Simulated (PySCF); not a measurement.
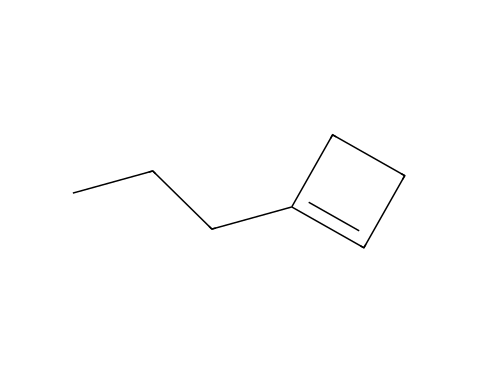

A structural formula.

Write the SMILES.

Answer. CCCC1=CCC1

Give the formula, hydrogens included.

Answer. C7H12.

An optimisation with PBE0-D3(BJ)/def2-SVP gave a structure of which point group?

Answer. C1. Other conformers may differ.

The parts below concern this one geometry. Atoms keep their numbers from picture to picture. The computed structure is the end point of a PBE0-D3(BJ)/def2-SVP optimisation. No frequency run is at hand to confirm it as a minimum.

Shape

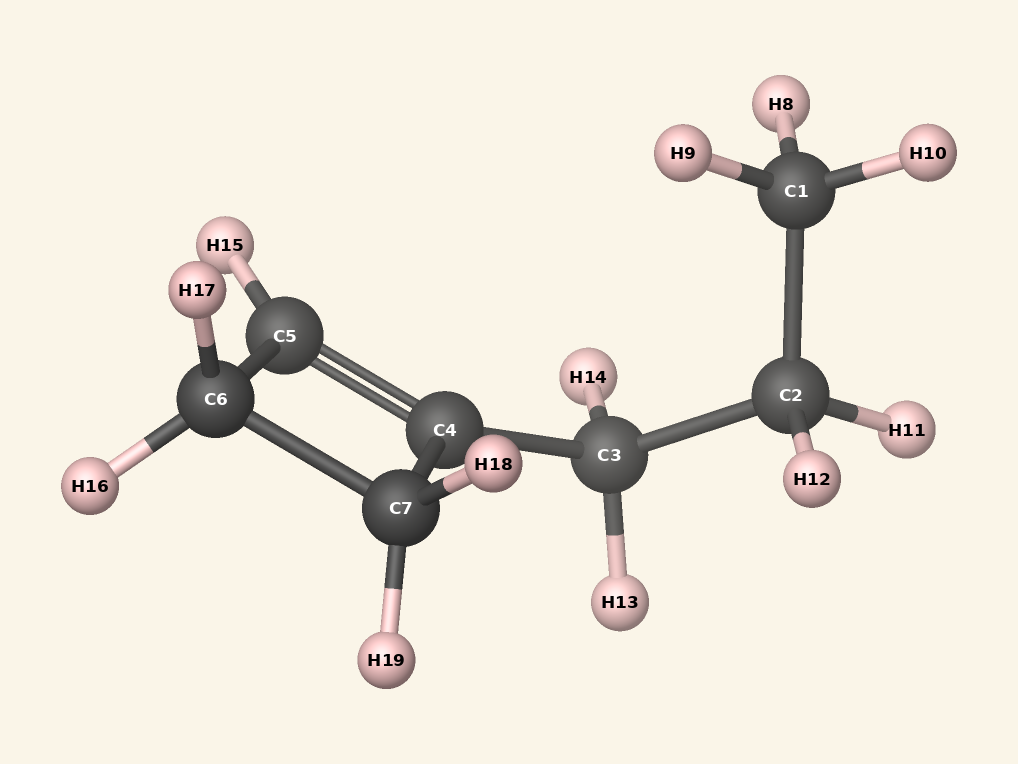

Numbered structure. No frequency run is at hand to confirm it as a minimum.

List the bonds and their lengths. Leave out bonds to hydrogen.

| bond | length (Å) | order |
| --- | --- | --- |
| C1–C2 | 1.520 | single |
| C2–C3 | 1.532 | single |
| C3–C4 | 1.487 | single |
| C4–C5 | 1.345 | double |
| C4–C7 | 1.515 | single |
| C5–C6 | 1.509 | single |
| C6–C7 | 1.557 | single |

NMR shielding

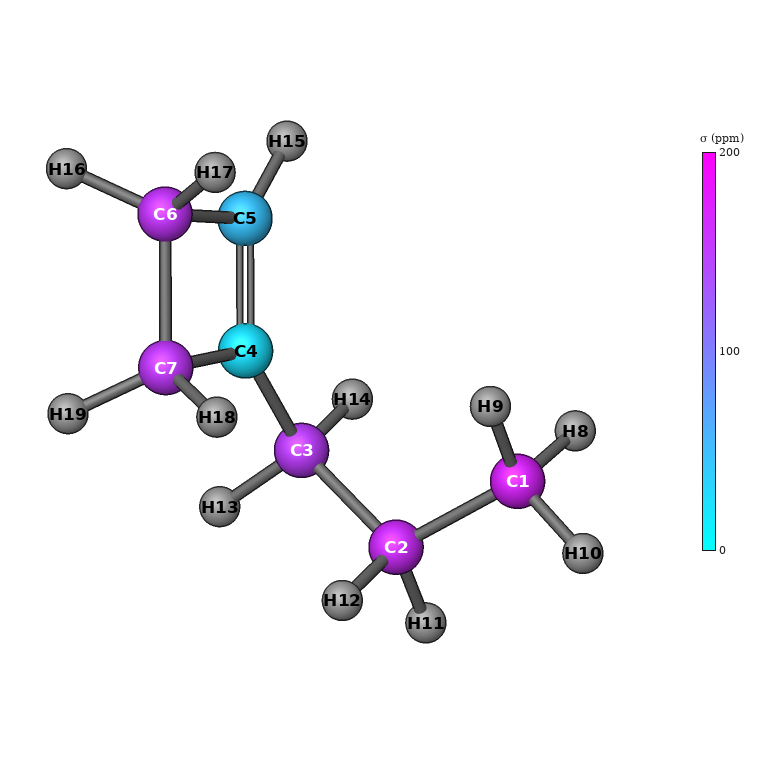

Atoms are coloured by their isotropic NMR shieldings (C only, the others grey). No frequency run is at hand to confirm it as a minimum. Properties computed with GIAO PBE0/pcSseg-1 NMR shielding, non-relativistic, IEF-PCM dimethylsulfoxide (PySCF 2.14.0).

List the isotropic NMR shieldings of the C atoms.

```json
{"atom": "C1", "σ (ppm)": "170.7"}
{"atom": "C2", "σ (ppm)": "162.8"}
{"atom": "C3", "σ (ppm)": "149.7"}
{"atom": "C4", "σ (ppm)": "23.3"}
{"atom": "C5", "σ (ppm)": "46.0"}
{"atom": "C6", "σ (ppm)": "156.2"}
{"atom": "C7", "σ (ppm)": "153.5"}
```

Excitation

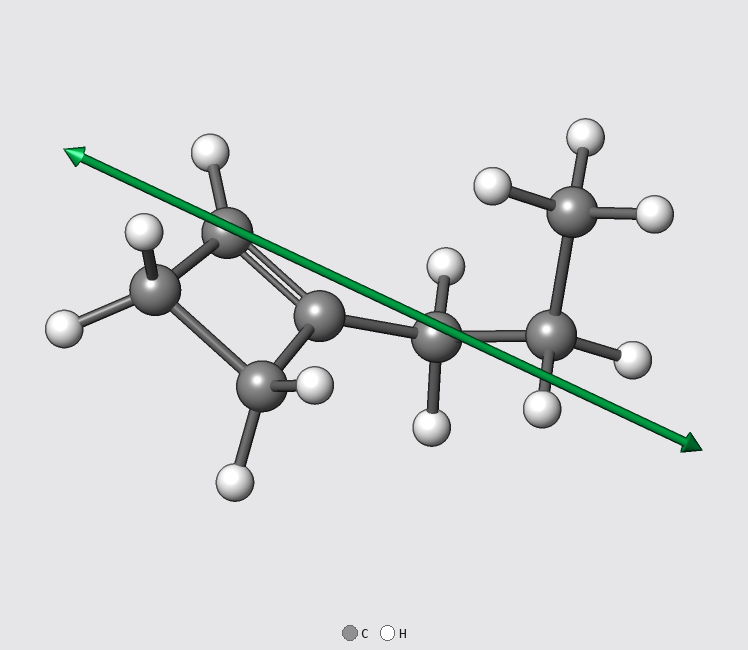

The double arrow shows the direction of the transition dipole to excited singlet state 1 (its length means nothing). No frequency run is at hand to confirm it as a minimum. Method: TDDFT B3LYP/def2-SVPD, vertical, IEF-PCM dimethylsulfoxide (non-equilibrium linear response), core orbitals frozen in the response (PySCF 2.14.0).

Give its energy, strength and character.

Answer. 6.27 eV (198 nm), oscillator strength 0.026, mainly HOMO → LUMO+1 (weight 0.78); transition dipole 1.04 D.

Polarisability

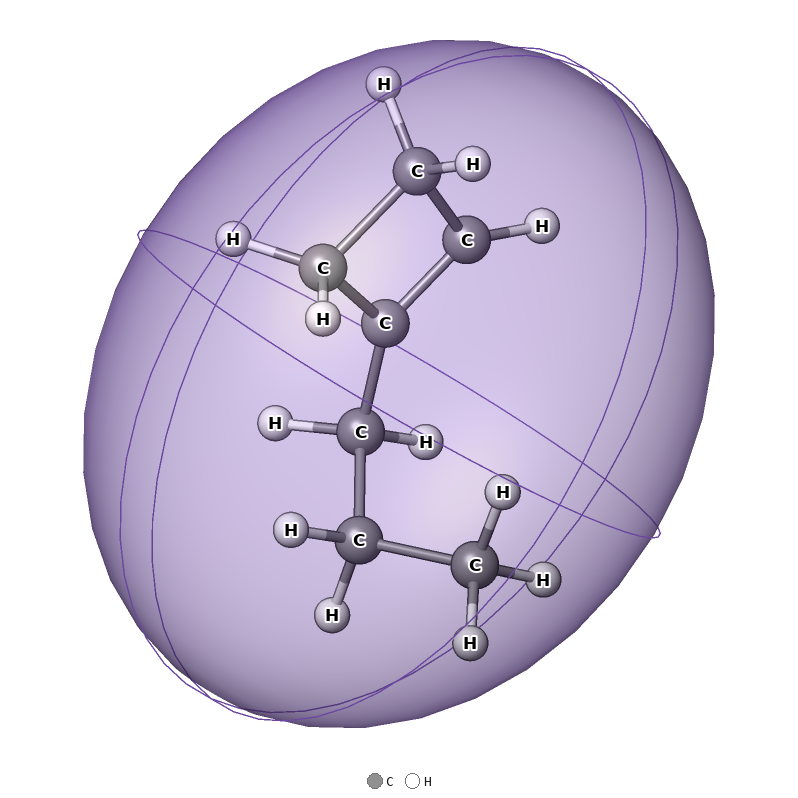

The ellipsoid shows the static dipole polarisability: its half-axes are proportional to the principal values. No frequency run is at hand to confirm it as a minimum. Method: B3LYP/def2-SVPD in dimethylsulfoxide (IEF-PCM) (PySCF 2.14.0).

Give the principal values, the mean and the anisotropy.

Answer. Principal values 101.0, 113.3, 131.2 bohr³; mean 115.2 bohr³ (17.06 Å³); anisotropy 26.3 bohr³, so the longest axis is 1.30 times the shortest.
